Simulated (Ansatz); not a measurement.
# SiH4: geometry relaxation

SiH4, computed with RKS PBE0-D4/def2-TZVP (Ansatz 0.2.0).

Figures and captions count atoms from 1; the log counts them from 0 in places.

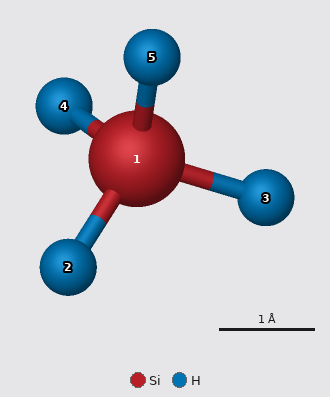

**Figure 1.** The starting structure (ball-and-stick view, seen at a tilt; atoms are numbered from 1 in the order of the input).

Results in brief

```csv
quantity,value
outcome,converged
total energy,−7939.1200 eV
mean-field energy,−7939.0854 eV
dispersion energy,−0.0346 eV
SCF solution under orbital rotations,stable
largest force (length of the vector) at the end,under 0.001 eV/Å
dipole moment,0.00 D
hardware,"2 CPU threads, shared host"
wall time,2.1 s (CPU time 3.5 s)
peak memory,0.14 GiB
```

Input
```yaml
crystal:
  periodic: [false, false, false]
  atoms:
    - {symbol: Si, position_ang: [-0.871681, -0.065427, -0.259664]}
    - {symbol: H, position_ang: [-0.481525, -1.199873, -1.128945]}
    - {symbol: H, position_ang: [-2.054616, 0.635617, -0.813826]}
    - {symbol: H, position_ang: [-1.139610, -0.531629, 1.120817]}
    - {symbol: H, position_ang: [0.254042, 0.917164, -0.222998]}
basis:
  gaussian: {orbitals: def2-TZVP}
hamiltonian: {xc: pbe0, dispersion: d4}
relax: {f_tol: 0.005, max_steps: 200}
```

Log
```
Functional definition: PBE0
  name "PBE0"
  cite "Adamo & Barone, J. Chem. Phys. 110, 6158 (1999) doi:10.1063/1.478522"
  cite "Perdew, Burke & Ernzerhof, Phys. Rev. Lett. 77, 3865 (1996) doi:10.1103/PhysRevLett.77.3865"
  parent pbe
  parameter a = 0.25
  parameter kappa = 0.804
  parameter beta = 0.06672455060314922
  exchange = (1 - a)*pbe_x(kappa = kappa, mu = beta*pi^2/3) + a*exact_x
  correlation = pbe_c(beta = beta)
444 factors; their error is unknown
mean field evaluation 1: about -7938.7824 eV, gradient 8.5e0 eV
mean field evaluation 2: about -7939.0017 eV, gradient 3.9e0 eV
mean field evaluation 4: about -7939.0465 eV, gradient 8.0e-2 eV
mean field evaluation 8: about -7939.0799 eV, gradient 7.8e-4 eV
mean field -7939.07992577 eV, -291.7558059704 hartree, gradient 1.6e-5 eV, S^2 0.000000; 0 other end points of the search recorded, 0 dependent functions left out
the calculation of the forces begins
reference -7939.07995250 eV, -291.7558069527 hartree; 9, 9 occupied and 52, 52 virtual orbitals, 444 factors
relax step   1: F+E_penalty+E_count = -7939.11450888 eV  Δ(F+E_penalty+E_count) = +0.000e0 eV  max|allowed force component| = 3.305e-1 eV/Å  Δτ_max = 0.0000 Å  (18 SCF iters, accepted)
these checks for a lower state are left out or cut short: starts, cluster_reference, orbital_swaps, neighbouring_geometries, increment
444 factors; their error is unknown
mean field evaluation 16: about -7939.0850 eV, gradient 2.9e-5 eV
mean field -7939.08503414 eV, -291.7559936996 hartree, gradient 2.9e-5 eV, S^2 0.000000; 0 other end points of the search recorded, 0 dependent functions left out
the calculation of the forces begins
reference -7939.08506087 eV, -291.7559946820 hartree; 9, 9 occupied and 52, 52 virtual orbitals, 444 factors
relax step   2: F+E_penalty+E_count = -7939.11961634 eV  Δ(F+E_penalty+E_count) = -5.107e-3 eV  max|allowed force component| = 5.896e-2 eV/Å  Δτ_max = 0.0244 Å  (19 SCF iters, accepted)
these checks for a lower state are left out or cut short: starts, cluster_reference, orbital_swaps, neighbouring_geometries, increment
444 factors; their error is unknown
mean field -7939.08503564 eV, -291.7559937546 hartree, gradient 2.9e-5 eV, S^2 0.000000; 0 other end points of the search recorded, 0 dependent functions left out
the calculation of the forces begins
reference -7939.08506236 eV, -291.7559947366 hartree; 9, 9 occupied and 52, 52 virtual orbitals, 444 factors
relax step   3: F+E_penalty+E_count = -7939.11961243 eV  Δ(F+E_penalty+E_count) = +3.909e-6 eV  max|allowed force component| = 5.471e-2 eV/Å  Δτ_max = 0.0097 Å  (20 SCF iters, rejected (line search))
these checks for a lower state are left out or cut short: starts, cluster_reference, orbital_swaps, neighbouring_geometries, increment
444 factors; their error is unknown
mean field -7939.08535769 eV, -291.7560055897 hartree, gradient 9.9e-6 eV, S^2 0.000000; 0 other end points of the search recorded, 0 dependent functions left out
the calculation of the forces begins
reference -7939.08538442 eV, -291.7560065721 hartree; 9, 9 occupied and 52, 52 virtual orbitals, 444 factors
relax step   4: F+E_penalty+E_count = -7939.11993919 eV  Δ(F+E_penalty+E_count) = -3.229e-4 eV  max|allowed force component| = 1.261e-2 eV/Å  Δτ_max = 0.0048 Å  (17 SCF iters, accepted)
these checks for a lower state are left out or cut short: starts, cluster_reference, orbital_swaps, neighbouring_geometries, increment
444 factors; their error is unknown
mean field -7939.08539402 eV, -291.7560069251 hartree, gradient 6.5e-5 eV, S^2 0.000000; 0 other end points of the search recorded, 0 dependent functions left out
the calculation of the forces begins
reference -7939.08542076 eV, -291.7560079075 hartree; 9, 9 occupied and 52, 52 virtual orbitals, 444 factors
relax step   5: F+E_penalty+E_count = -7939.11997545 eV  Δ(F+E_penalty+E_count) = -3.626e-5 eV  max|allowed force component| = 1.256e-4 eV/Å  Δτ_max = 0.0021 Å  (15 SCF iters, accepted)
444 factors; their error is unknown
mean field evaluation 32: about -7939.0521 eV, gradient 7.3e-2 eV
```

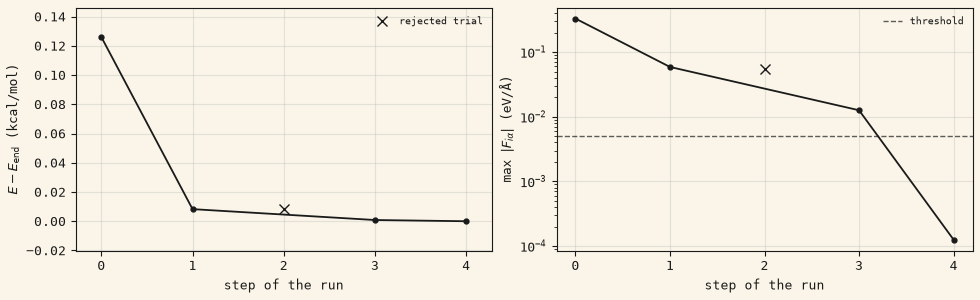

**Figure 2.** Progress of the relaxation, step by step (the first geometry is step 0 here and step 1 in the log).

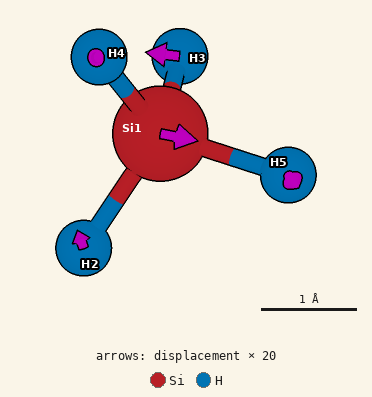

**Figure 3.** The starting structure with the displacements as pink arrows, magnified 20 times (ball-and-stick view, seen at a tilt). The two geometries are laid on each other by the best rigid fit. The atom that moves furthest after the best rigid fit is Si1 (0.021 Å). By element the largest moves are Si 0.021 Å, H 0.019 Å. Among the contacts that change: Si1–H5 1.495 → 1.485 Å. Among the angles that change: H3–Si1–H5 107.4° → 109.5°. Over 4 geometry steps the energy falls by 0.13 kcal/mol. Largest force component: 0.33 eV/Å at the start, 0.00013 eV/Å at the end. The line search rejected the trial step at point 2 (counted from 0) and went back. (Atoms are counted from 1 in the order of the input.)

```
mean field -7939.08539402 eV, -291.7560069251 hartree, gradient 6.5e-5 eV, S^2 0.000000; 1 other end points of the search recorded, 0 dependent functions left out
the calculation of the forces begins
reference -7939.08542076 eV, -291.7560079075 hartree; 9, 9 occupied and 52, 52 virtual orbitals, 444 factors
Total energy: -7939.12000218 eV, -291.7572787514 hartree
Atom 0 at    -0.858678    -0.048824    -0.260925 Å, force    -0.000039    -0.000126     0.000025 eV/Å
Atom 1 at    -0.491713    -1.198886    -1.125301 Å, force    -0.000010     0.000027     0.000001 eV/Å
Atom 2 at    -2.064481     0.619576    -0.812042 Å, force     0.000024     0.000015     0.000002 eV/Å
Atom 3 at    -1.145952    -0.533908     1.112618 Å, force    -0.000004     0.000020    -0.000018 eV/Å
Atom 4 at     0.267435     0.917894    -0.218966 Å, force     0.000029     0.000063    -0.000010 eV/Å
Dipole moment:    -0.000001     0.000005    -0.000002 e Å
```
